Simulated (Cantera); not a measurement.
Feed: 1 mol Si, a varied amount of HCl, 16 mol H2, 1.4 mol Cl2, held at 1275 °C and 1 atm.

Equilibrium computed with Cantera from the NASA thermochemical tables; the gas is ideal and each condensed phase is pure. Candidate condensed phases: Si; 19 gas species. The tables' values for SiCl3 are old estimates; treat these amounts as uncertain. Equilibrium is a limit: real reactors are often held back by kinetics, nucleation or transport.

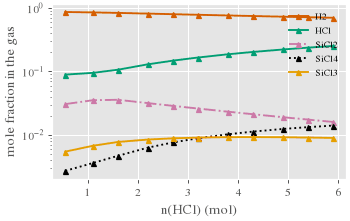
*Equilibrium gas composition (values under 1e-9 drawn at 1e-9)*

**Question.** Read off the mole fractions at 5.9 mol HCl.

**Answer.** H2 about 0.70, HCl about 0.25, SiCl2 about 0.016, SiCl4 about 0.014, SiCl3 about 0.0089.
